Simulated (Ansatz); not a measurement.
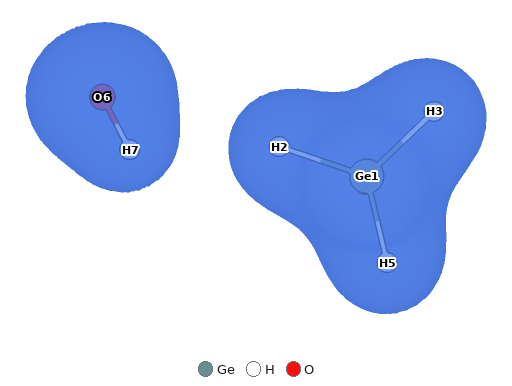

Figure. GeH4···OH (doublet). Isosurface of the electron density at 0.1 e/Å³ (blue), seen at a tilt.

Theory: UHF/def2-SVP in Ansatz 0.2.0.

Input

```
crystal:
  periodic: [false, false, false]
  atoms:
    - { symbol: Ge, position_ang: [0.010516, 0.016523, -0.110513] }
    - { symbol: H, position_ang: [0.015126, 0.02652, 1.433127] }
    - { symbol: H, position_ang: [1.452321, 0.008006, -0.631067] }
    - { symbol: H, position_ang: [-0.716905, 1.260866, -0.632607] }
    - { symbol: H, position_ang: [-0.715187, -1.240118, -0.611957] }
    - { symbol: O, position_ang: [-0.02167, -0.034251, 3.650554] }
    - { symbol: H, position_ang: [-0.537001, -0.838646, 3.710963] }
magnetization:
  spin_polarized: true
  initial_magnetization: 1
basis:
  gaussian: { orbitals: def2-SVP }
hamiltonian:
  xc: hf
relax:
  f_tol: 0.03
  max_steps: 50
output:
  orbitals: {}
```

Run with:

```sh
ansatz run input.yaml --threads 1 --pin off --max-ram 2048MiB --backend cpu --events-out ev --progress --plain --runs-dir out
```

The fields are those of the run's last geometry, not of the input's.

Q: Which contacts does the surface bridge?

A: At this value the surface falls into two separate pieces. It bridges the sampled O–H (0.96 Å) and Ge–H (1.53 Å) contacts, where the density stays above the isovalue. On the grid the lowest density along these lines, outside the cores, is 2.5 e/Å³ (O–H, 0.96 Å) and 0.89 e/Å³ (Ge–H, 1.53 Å).
